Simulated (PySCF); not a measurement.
## Electronic structure of C4H5F in real space

```yaml
atoms:
  - { symbol: F, position_ang: [2.1666, -0.9882, -0.4634] }
  - { symbol: C, position_ang: [1.4538, 0.0385, 0.1108] }
  - { symbol: C, position_ang: [0.0115, -0.1284, -0.0797] }
  - { symbol: C, position_ang: [-1.0361, -0.7555, -0.5241] }
  - { symbol: C, position_ang: [-1.3105, 0.5149, 0.2282] }
  - { symbol: H, position_ang: [1.7098, 0.0466, 1.1791] }
  - { symbol: H, position_ang: [1.8053, 0.9700, -0.3538] }
  - { symbol: H, position_ang: [-1.4773, -1.5675, -1.0446] }
  - { symbol: H, position_ang: [-1.6095, 1.4062, -0.3127] }
  - { symbol: H, position_ang: [-1.7047, 0.4682, 1.2376] }
```

Geometry: GFN2-xTB.

These are results of wB97X-D/def2-SVPD, SCF density, gas phase in PySCF, not measurements.

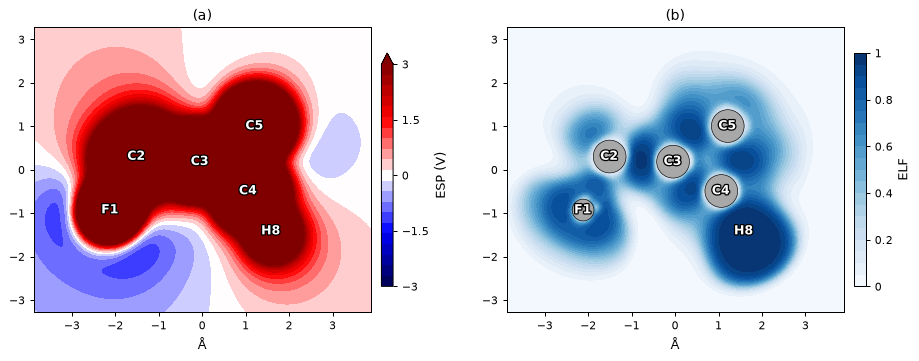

Figure 1. (a) electrostatic potential; (b) electron localisation function on the plane of atoms F1, C2 and C3. Grey discs cover the atomic cores in the ELF map.

Question: Interpret the plot.

Answer:
- The plane passes through F, C and H nuclei.
- C–C (1.30 Å): the ELF peaks at about 0.85 between the atoms: a short, multiple covalent bond.
- C–F (1.38 Å): the ELF peaks at about 0.85 between the atoms (a shared but strongly polarised pair).
- C–H (1.06 Å): the ELF climbs to about 1 towards the hydrogen, as it does in any bond to H: an ordinary covalent bond to hydrogen.
- C–C (1.46 Å): the ELF peaks at about 0.95 between the atoms (a shared electron pair).
- The ELF also peaks beside F1, away from the bonds: lone-pair regions.
- Outside the dense part of the molecule the potential is most negative (−1.2 V) near F1.

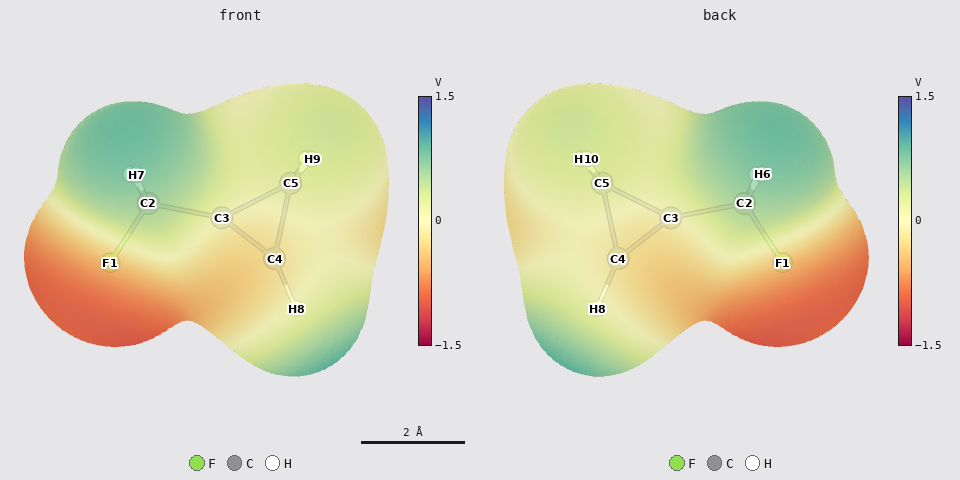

Figure 2. The molecular electrostatic potential painted on the density surface at 0.001 e/bohr³, seen from the front and from behind; the colour scale runs from red (negative) to blue (positive).

Question: Describe the electrostatic potential map.

Answer: The most negative region (about −1.0 V) lies over F1, the most positive (about +0.9 V) over H6, H7 and H8.

Question: What dipole moment does the calculation give?

Answer: Its dipole moment is 1.39 D.
